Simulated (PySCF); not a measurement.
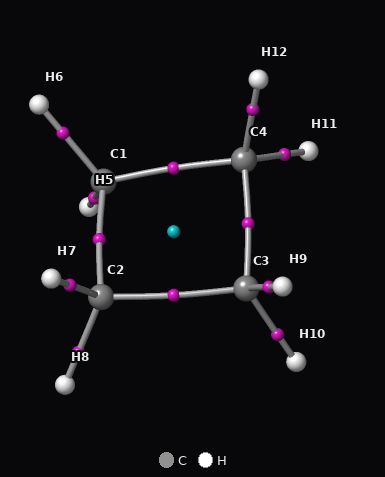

C₄H₈, SMILES `C1CCC1`. Molecular graph of the electron density (QTAIM): bond paths, bond critical points (magenta), ring points (cyan, if any); weak paths are dashed.

Computed with PySCF, PBE/cc-pVDZ, geometry: GFN2-xTB. No frequency check shows the geometry to be a minimum.

Input

```python
import numpy as np
from pyscf import gto, scf, dft
from pyscf.scf import atom_ks, atom_hf
from scipy.linalg import block_diag

def solve(mol, dm0=None, hcore=None):
    mf = (dft.UKS if mol.spin else dft.RKS)(mol, xc='pbe')
    mf.grids.level = 3
    mf = mf.density_fit(auxbasis='def2-universal-jkfit')
    mf.conv_tol, mf.max_cycle = 1e-8, 80
    if hcore is not None:
        mf.get_hcore = lambda *args: hcore
    mf.kernel(dm0)
    if not mf.converged:
        mf = mf.newton().run(mf.mo_coeff, mf.mo_occ, max_cycle=30)
    assert mf.converged, 'SCF not converged'
    return mf

mol = gto.M(atom='''
C      0.76554     0.76555     0.06440
C      0.76554    -0.76555    -0.06440
C     -0.76554    -0.76555     0.06440
C     -0.76554     0.76555    -0.06440
H      1.11174     1.11164     1.03619
H      1.30534     1.30511    -0.71115
H      1.11174    -1.11164    -1.03619
H      1.30534    -1.30511     0.71115
H     -1.30534    -1.30511    -0.71115
H     -1.11174    -1.11164     1.03619
H     -1.30534     1.30511     0.71115
H     -1.11174     1.11164    -1.03619
''', basis='cc-pvdz', charge=0, spin=0, verbose=4)
mf = solve(mol)
mf.analyze()
# spherically averaged free atoms, for the promolecule
atm = atom_ks.get_atm_nrks(mol, xc='pbe')
pro = block_diag(*[(atm[a[0]][2] * atm[a[0]][3]) @ atm[a[0]][2].T for a in mol._atom])
np.savez('result.npz', e=mf.e_tot, c=mf.mo_coeff, occ=mf.mo_occ, eps=mf.mo_energy, pro=pro, dip=mf.dip_moment(verbose=0), s2=mf.spin_square()[0])
```

Run with:

```sh
OMP_NUM_THREADS=1 python input.py
```

The run took 10 s on 1 thread of Arm Neoverse V1, with other jobs on the host, peak memory 0.4 GiB.

Partitions, critical points and surface values were worked out afterwards from this run's density.

Q: How many critical points of each kind are there, and does the count close?

A: 12 nuclei, 12 bond, 1 ring and 0 cage critical points: 12 − 12 + 1 − 0 = 1, as the Poincaré–Hopf relation requires.

Q: Give the properties at the bond critical points.

A:
```tsv
bond	length (Å)	ρ (a.u.)	∇²ρ (a.u.)	ε	H (a.u.)
C1–H6 (4 alike)	1.088	0.274	−0.97	0.00	−0.289
C1–H5 (4 alike)	1.088	0.274	−0.97	0.00	−0.289
C2–C3 (4 alike)	1.536	0.237	−0.48	0.00	−0.181
```

Q: What kind of interaction is C2–C3?

A: Shared-shell (covalent): ρ = 0.237, ∇²ρ = −0.48, H = −0.181 a.u.
